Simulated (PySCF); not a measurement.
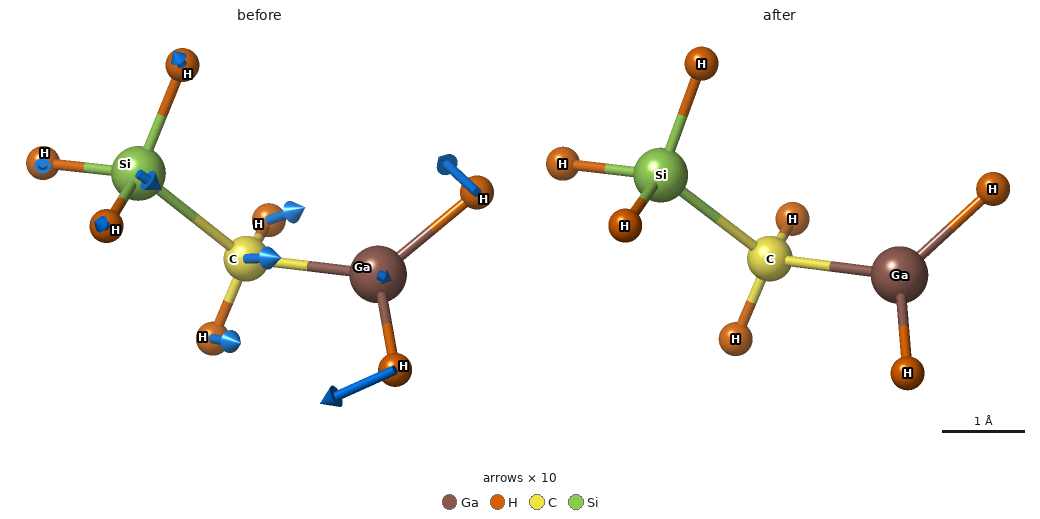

The structure of CH7GaSi before (left) and after (right) a relaxation, at one scale. The blue arrows give the displacements, magnified 10 times.

The picture is a ball-and-stick view, seen from a free direction.

The start comes from GFN2-xTB.

These are results of PBE0-D3(BJ)/def2-SVP geometry optimisation, gas phase (PySCF 2.14.0, density-fitted response routines), not measurements. 

> Summarise the run.

Over 4 geometry steps the energy falls by 0.090 eV. The largest force component goes from 1.1 to 0.019 eV/Å. The atom that moves furthest after the best rigid fit is an H atom (0.11 Å). By element the largest moves are H 0.11 Å, C 0.06 Å, Si 0.04 Å, Ga 0.02 Å. Near-neighbour distances that change, for instance: C–Ga 2.017 → 1.969 Å, C–Si 1.906 → 1.878 Å, H–Si 1.471 → 1.497 Å, Ga–H 1.584 → 1.573 Å. Among the angles between lasting bonds that change: H–Ga–H 111.9° → 120.6°, H–Ga–C 124.1° → 119.7°, Ga–C–Si 110.5° → 113.1°. The run took roughly 17 core-seconds on a shared host.
